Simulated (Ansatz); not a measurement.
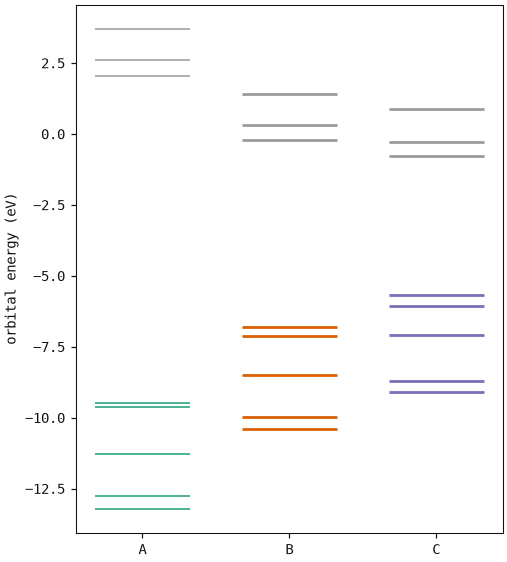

Frontier orbital energies of CH₆AsNO, SMILES CN[AsH]O at one geometry, def2-TZVPP, the Ansatz code 0.2.0, at a PBE0-D4/def2-TZVP geometry (no frequency check). Empty levels are grey, levels within 0.1 eV stand side by side; all columns show the same few orbitals around the gap.

The columns come from B3LYP, PBE and ωB97X-V. Which is which?

A: ωB97X-V (HOMO −9.48, LUMO 2.05, separation 11.53 eV)
B: B3LYP (HOMO −6.81, LUMO −0.23, separation 6.58 eV)
C: PBE (HOMO −5.66, LUMO −0.78, separation 4.88 eV)

Caveats, for all or some of the runs: empty levels above zero depend strongly on the basis; no scalar relativity up to krypton; one conformer of a flexible molecule.
